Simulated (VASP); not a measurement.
Band structure of SiO2 (space group P4_32_12). These are PBEsol GGA, VASP's PBE PAW potentials (set 64) (plane waves; VASP 6.6.1) values and carry that method's errors.

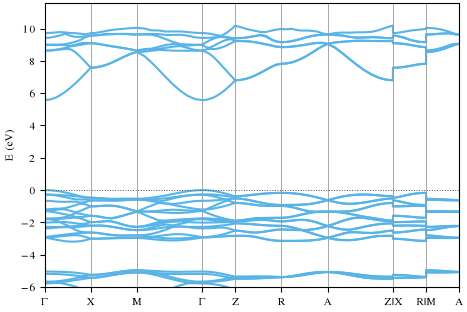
Figure. Bands along high-symmetry lines, zero at the valence-band maximum or, without a gap, the Fermi level

Q: Read the plot: is there a gap, and where are the band edges?

A: The gap is direct, 5.57 eV, from the valence maximum at Γ to the conduction minimum at Γ. (Edges off the drawn lines would not show.)

The structure comes from a computed database's SiO2 entry (P4_32_12); how it stands against other phases isn't given here. It was relaxed first.
